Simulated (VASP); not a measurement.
Band structure of BP (zinc blende). Level of theory: revTPSS meta-GGA, VASP's PBE PAW potentials (set 64) (plane waves; VASP).

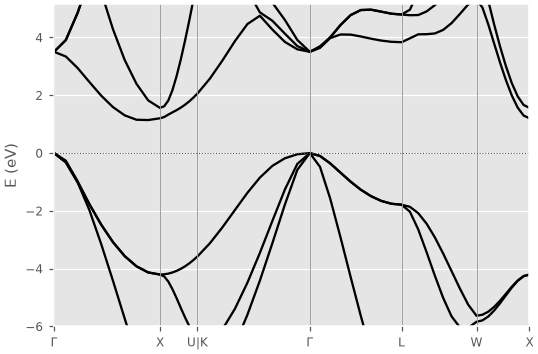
Figure. Bands along high-symmetry lines, zero at the valence-band maximum or, without a gap, the Fermi level

Task: Read the plot: is there a gap, and where are the band edges?

Result: The gap is indirect, 1.14 eV, from the valence maximum at Γ to the conduction minimum at Γ-X at 0.89.

The compound is BP in the zinc blende structure. It was relaxed first.
